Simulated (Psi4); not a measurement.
# HNO3 (nitric acid) at HSE06/def2-SVPD

What is the vertical ionisation energy of HNO3 (nitric acid) at HSE06/def2-SVPD? Input form: a Python script.

The calculation is run with Psi4 1.11.

2 further runs of the same task are left out: 1 that didn't finish, 1 set aside as unsound or not needed.

### 1 The molecule

The species is HNO3 (5 atoms), meant as a singlet with charge 0. SMILES: `O=[N+]([O-])O`. The shape is that of a PBE0-D4/def2-TZVP optimisation. This is one conformer, not always the lowest.

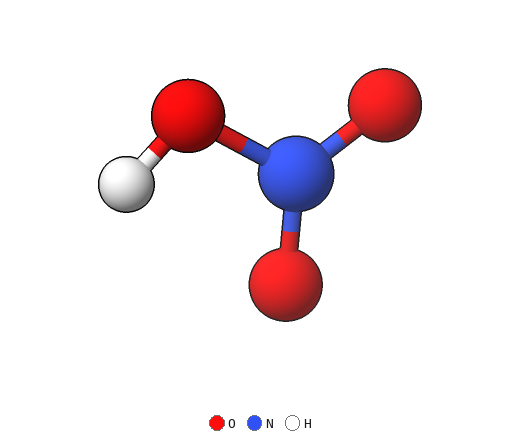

Viewed from a chosen angle; oxygen red, nitrogen blue, hydrogen white.

### 2 A single-point energy at HSE06/def2-SVPD

Contents of run.py:

```python
import psi4

psi4.set_memory(2200000000)
psi4.set_num_threads(1)
psi4.set_output_file('run.log', False)

mol = psi4.geometry("""
0 1
O      2.49041337    -0.59677551     1.41068055
N      0.47827078    -0.52861309     0.42743715
O     -1.12710825    -2.12397658     0.26730176
O     -0.08329913     1.76301999    -0.70668198
H     -1.75827678     1.48634519    -1.39871859
units au
symmetry c1
""")

options = {'basis': 'def2-SVPD', 'puream': True, 'e_convergence': 1e-09, 'd_convergence': 1e-08, 'scf_type': 'pk', 'dft_radial_points': 99, 'dft_spherical_points': 590}
psi4.set_options(options)

E, wfn = psi4.energy("hse06", molecule=mol, return_wfn=True)
psi4.oeprop(wfn, "MAYER_INDICES", "DIPOLE", "LOWDIN_CHARGES", title="HSE06")
print('E =', round(E, 9))
```

Run with:

```
$ python run.py
```

run.log:

```text
[...]
  Running in c1 symmetry.
[...]
  Nuclear repulsion =  127.635963245308730
[...]
  Multiplicity = 1
[...]
  Nalpha       = 16
  Nbeta        = 16
[...]
    Number of basis functions: 97
[...]
   @RKS iter   1:  -280.21826566475210    1.45781e-01   8.24559e-03 ADIIS/DIIS
[...]
   @RKS iter  11:  -280.43566969499250   -4.35421e-11   7.27116e-09 DIIS
[...]
    Orbital Energies [Eh]
    ---------------------
    Doubly Occupied:
       1A    -19.315226     2A    -19.280887     3A    -19.280071
       4A    -14.703383     5A     -1.333430     6A     -1.142305
       7A     -1.110370     8A     -0.724822     9A     -0.615524
      10A     -0.609686    11A     -0.572000    12A     -0.501394
      13A     -0.395431    14A     -0.378206    15A     -0.363244
      16A     -0.341603
[...]
  @RKS Final Energy:  -280.43566969499250
   => Energetics <=
    Nuclear Repulsion Energy =            127.6359632453087301
    One-Electron Energy =                -636.6320845575568228
    Two-Electron Energy =                 253.8292485380376320
    DFT Exchange-Correlation Energy =     -25.2687969207820622
    Empirical Dispersion Energy =           0.0000000000000000
    VV10 Nonlocal Energy =                  0.0000000000000000
    Total Energy =                       -280.4356696949924981
[...]
 Multipole Moments:
 ------------------------------------------------------------------------------------
     Multipole            Electronic (a.u.)      Nuclear  (a.u.)        Total (a.u.)
 ------------------------------------------------------------------------------------
 L = 1.  Multiply by 2.5417464519 to convert [e a0] to [Debye]
 Dipole X            :          0.4015666           -1.0722097           -0.6706431
 Dipole Y            :         -0.4617842            0.9049172            0.4431330
 Dipole Z            :          0.3657029           -0.8523968           -0.4866938
 Magnitude           :                                                    0.9396808
[...]
```

The script printed:

```text
E = -280.435669695
```

Run time: 18 s. Hardware: 1 thread of Intel Xeon 6975P-C (Granite Rapids), shared host; peak memory 1.2 GiB.

### 3 The doublet cation: energy and forces at UHSE06/def2-SVPD

Contents of hno3.xyz:

```xyz
5
HNO3
O      1.317870    -0.315800     0.746500
N      0.253090    -0.279730     0.226190
O     -0.596440    -1.123960     0.141450
O     -0.044080     0.932950    -0.373960
H     -0.930440     0.786540    -0.740170
```

Contents of job.py:

```python
import psi4

psi4.set_memory('2200 MB')
psi4.set_num_threads(1)
psi4.set_output_file('psi4.out', False)

with open('hno3.xyz') as f:
    atoms = ''.join(f.readlines()[2:])
mol = psi4.geometry('1 2\n' + atoms + 'symmetry c1')

options = {'basis': 'def2-SVPD', 'reference': 'uks', 'puream': True, 'e_convergence': 1e-09, 'd_convergence': 1e-08, 'scf_type': 'pk', 'dft_radial_points': 99, 'dft_spherical_points': 590, 'maxiter': 100}
psi4.set_options(options)

E, wfn = psi4.gradient("HSE06", molecule=mol, return_wfn=True)
print('gradient / Eh bohr^-1')
print(E.np.round(6))
print(f'energy = {wfn.energy():.10f} Eh')
for k, v in sorted(psi4.core.scalar_variables().items()):
    print(f'{k:45s} {v:18.10f}')
```

Run with:

```
$ python job.py
```

psi4.out:

```text
[...]
  Running in c1 symmetry.
[...]
  Nuclear repulsion =  127.635963317852969
[...]
  Multiplicity = 2
[...]
  Nalpha       = 16
  Nbeta        = 15
[...]
    Number of basis functions: 97
[...]
   @UKS iter   1:  -279.81921309150579    5.44833e-01   6.72978e-03 DIIS/ADIIS
[...]
   @UKS iter  20:  -279.97491382419128    8.75389e-12   1.88936e-09 DIIS
[...]
   @S^2 Observed:                7.605588869E-01
[...]
    Orbital Energies [Eh]
    ---------------------
    Alpha Occupied:
       1A    -19.691456     2A    -19.657769     3A    -19.617128
       4A    -15.029622     5A     -1.682680     6A     -1.507661
       7A     -1.418316     8A     -1.031141     9A     -0.962766
      10A     -0.939047    11A     -0.912344    12A     -0.818917
      13A     -0.732900    14A     -0.722401    15A     -0.716337
      16A     -0.683549
    Alpha Virtual:
      17A     -0.420564    18A     -0.251737    19A     -0.209299
      20A     -0.146773    21A     -0.109621    22A     -0.096026
      23A     -0.085600    24A     -0.063357    25A     -0.052306
[...]
  @UKS Final Energy:  -279.97491382419128
   => Energetics <=
    Nuclear Repulsion Energy =            127.6359633178529691
    One-Electron Energy =                -626.0448276347008232
    Two-Electron Energy =                 243.3649863034173393
    DFT Exchange-Correlation Energy =     -24.9310358107607897
    Empirical Dispersion Energy =           0.0000000000000000
    VV10 Nonlocal Energy =                  0.0000000000000000
    Total Energy =                       -279.9749138241912760
[...]
 Multipole Moments:
 ------------------------------------------------------------------------------------
     Multipole            Electronic (a.u.)      Nuclear  (a.u.)        Total (a.u.)
 ------------------------------------------------------------------------------------
 L = 1.  Multiply by 2.5417464519 to convert [e a0] to [Debye]
 Dipole X            :          0.2881523           -1.0722097           -0.7840575
 Dipole Y            :         -0.7759453            0.9049172            0.1289720
 Dipole Z            :          0.4306095           -0.8523968           -0.4217872
 Magnitude           :                                                    0.8996023
[...]
  -Total Gradient:
     Atom            X                  Y                   Z
    ------   -----------------  -----------------  -----------------
       1        0.006008038922     0.031086187973    -0.008895371268
       2       -0.007333901314    -0.107975035808     0.037341095602
       3       -0.000223383838     0.036538866513    -0.013924339610
       4       -0.016479870798     0.050668674766    -0.027000930125
       5        0.018010951111    -0.010309209214     0.012467311573
[...]
```

Standard output:

```text
gradient / Eh bohr^-1
[[ 0.006008  0.031086 -0.008895]
 [-0.007334 -0.107975  0.037341]
 [-0.000223  0.036539 -0.013924]
 [-0.01648   0.050669 -0.027001]
 [ 0.018011 -0.010309  0.012467]]
energy = -279.9749138242 Eh
CURRENT ENERGY                                   -279.9749138242
CURRENT REFERENCE ENERGY                         -279.9749138242
DD SOLVATION ENERGY                                 0.0000000000
DFT FUNCTIONAL TOTAL ENERGY                      -279.9749138242
DFT TOTAL ENERGY                                 -279.9749138242
DFT VV10 ENERGY                                     0.0000000000
DFT XC ENERGY                                     -24.9310358108
GRID ELECTRONS ALPHA                               15.9999999518
GRID ELECTRONS BETA                                14.9999999334
GRID ELECTRONS TOTAL                               30.9999998852
NUCLEAR REPULSION ENERGY                          127.6359633179
ONE-ELECTRON ENERGY                              -626.0448276347
PCM POLARIZATION ENERGY                             0.0000000000
PE ENERGY                                           0.0000000000
SCF ITERATION ENERGY                             -279.9749138242
SCF ITERATIONS                                     20.0000000000
SCF TOTAL ENERGY                                 -279.9749138242
TWO-ELECTRON ENERGY                               243.3649863034
XC GRID RADIAL POINTS                              99.0000000000
XC GRID SPHERICAL POINTS                          590.0000000000
XC GRID TOTAL POINTS                           282432.0000000000
```

It took 47 s on 1 thread of Intel Xeon 6975P-C (Granite Rapids), shared host; peak memory 1.2 GiB.

### 4 Results

Level: HSE06/def2-SVPD.

```
                                          quantity          value
                        singlet HNO3: total energy  -280.43567 Eh
                       singlet HNO3: dipole moment         2.39 D
                         singlet HNO3: HOMO energy       -9.30 eV
                         singlet HNO3: LUMO energy       -2.62 eV
                       singlet HNO3: HOMO–LUMO gap        6.68 eV
                      doublet cation: total energy  -279.97491 Eh
doublet cation: HOMO energy (highest over α and β)      -18.06 eV
 doublet cation: LUMO energy (lowest over α and β)      -15.78 eV
                              doublet cation: ⟨S²⟩          0.761
          doublet cation: largest force on an atom     5.887 eV/Å
vertical ionisation energy (to the doublet cation)      12.538 eV
```

In words: Removing an electron at fixed nuclei costs 12.54 eV (289 kcal/mol). The negative HOMO energy of the first species, 9.30 eV, lies 3.24 eV below that difference.
